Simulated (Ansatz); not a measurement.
Ge$_{2}$H$_{3}$ (doublet)

The calculation's input:

```
crystal:
  periodic: [false, false, false]
  atoms:
    - {symbol: Ge, position_ang: [0.238233, -0.050794, 0.599615]}
    - {symbol: Ge, position_ang: [-1.112439, -0.818028, -1.232121]}
    - {symbol: H, position_ang: [0.351201, -0.793312, 1.950849]}
    - {symbol: H, position_ang: [-0.616878, 0.461716, -2.041622]}
    - {symbol: H, position_ang: [1.139893, 1.200418, 0.723278]}
basis:
  gaussian: {orbitals: def2-TZVP, initial_orbitals: start.molden}
magnetization: {spin_polarized: true, initial_magnetization: 1}
hamiltonian: {xc: pbe0, dispersion: d4}
output: {forces: true, orbitals: {seedname: orbitals}}
```

Launched as:

```sh
ansatz run in.yaml --threads 2 --pin off --events-out ev --progress --plain --max-ram 4352MiB
```

Geometry: r2SCAN-D4/def2-TZVP.

Level of theory: UKS PBE0-D4/def2-TZVP in Ansatz.

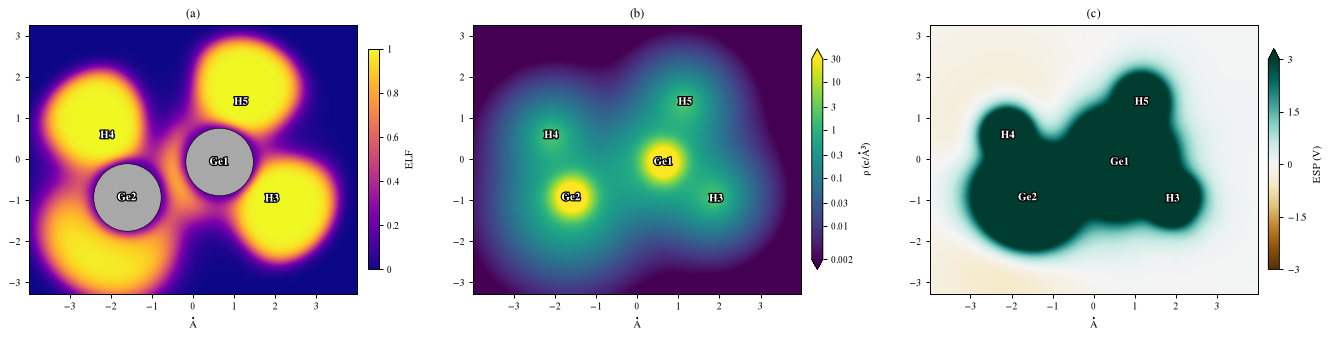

Figure 1. (a) ELF; (b) electron density; (c) molecular electrostatic potential on the molecular plane. Grey discs cover the atomic cores in the ELF map.

What does the map show?

Answer. The section cuts through Ge and H sites. Ge–Ge (2.40 Å): the density is about 0.55 e/Å³ at the midpoint; the ELF peaks at about 0.80 between the atoms (localised, covalent bonding). Ge–H (1.55 Å): the density is about 1 e/Å³ at the midpoint; the ELF climbs to about 1 towards the hydrogen. Outside the dense part of the molecule the potential is most negative (−0.5 V) near Ge2.

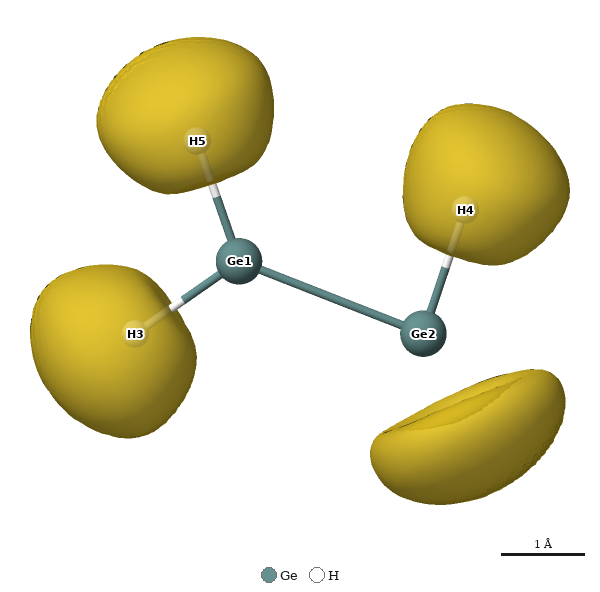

Figure 2. Isosurface of the ELF at 0.85 (yellow), seen across its widest extent. Only the valence region is drawn (cores and ρ < 0.01 e/Å³ removed).

Describe the localisation domains.

Answer. The ELF exceeds this value in three regions around hydrogen nuclei and one lobe on Ge, pointing away from the bonds (non-bonding electrons).

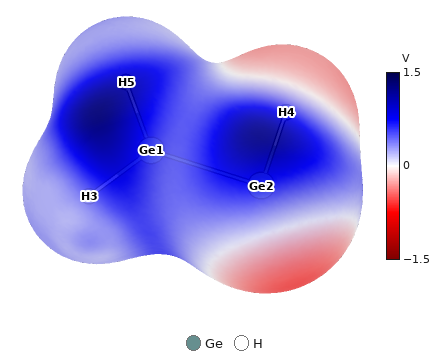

Figure 3. The electrostatic potential painted on the density surface at 0.002 e/bohr³, seen at a tilt; the colour scale runs from red (negative) to blue (positive).

Where is the surface potential most negative and most positive?

Answer. The most negative region (about −0.5 V, or −12 kcal/mol for a unit charge) lies over Ge2, the most positive (about +1.3 V, or +30 kcal/mol for a unit charge) over Ge1.

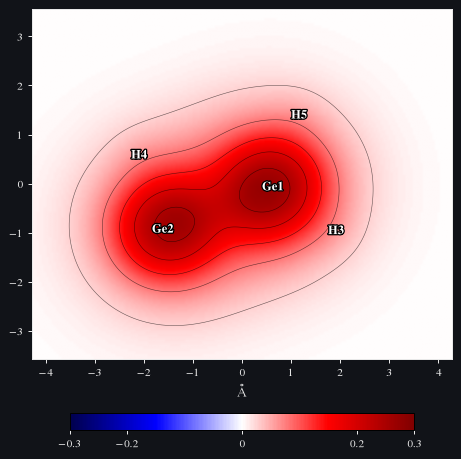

Figure 4. One frontier orbital on a plane 0.8 Å above the molecular plane (values in Å⁻³ᐟ²; the overall sign is arbitrary).

Which orbital is it: HOMO (β) or LUMO (β)?

Answer. The LUMO (β), at −3.62 eV. Its weight (Hirshfeld) is mainly on Ge1 (about 50 %) and Ge2 (about 45 %); it changes sign across the molecular plane (π type); π-bonding across Ge1–Ge2.
